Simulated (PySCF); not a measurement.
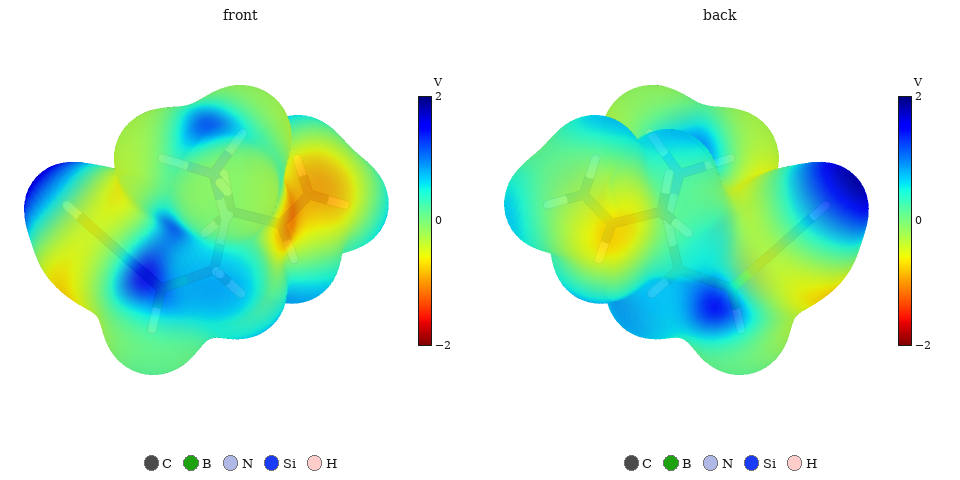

The picture shows: C$_{6}$H$_{12}$BNSi (SMILES C#CBCN([SiH3])CC=C). The electrostatic potential painted on the density surface at 0.002 e/bohr³, seen from the front and from behind; the colour scale runs from red (negative) to blue (positive).

Geometry: GFN2-xTB.

Theory: PySCF, PBE0/pcSseg-1, SCF density, gas phase, non-relativistic.

```xyz
21

C     3.0521   -0.6764    1.3156
C     2.5973   -0.6325    0.1989
B     2.0209   -0.5705   -1.1837
C     0.6376    0.1431   -1.4676
N    -0.0977    0.6721   -0.3302
Si    0.2210    2.2422    0.2724
C    -0.7144   -0.3466    0.4958
C    -2.0422   -0.7734   -0.0592
C    -3.1645   -0.7977    0.6335
H     3.4529   -0.7163    2.2873
H     2.6035   -1.0505   -2.0807
H    -0.0226   -0.5278   -2.0351
H     0.8357    0.9793   -2.1491
H     1.4333    2.3846    1.0998
H    -0.9475    2.6033    1.0756
H     0.3658    3.0961   -0.9101
H    -0.8559    0.0390    1.5065
H    -0.0472   -1.2196    0.5620
H    -2.0436   -1.0542   -1.1039
H    -4.1007   -1.1043    0.1976
H    -3.1927   -0.5181    1.6741
```

Q: Describe the electrostatic potential map.

A: The most negative region (about −1.0 V) lies over N5 and C8, the most positive (about +1.8 V) over H10.

Q: How polar is the molecule by this calculation?

A: Its dipole moment is 0.96 D.
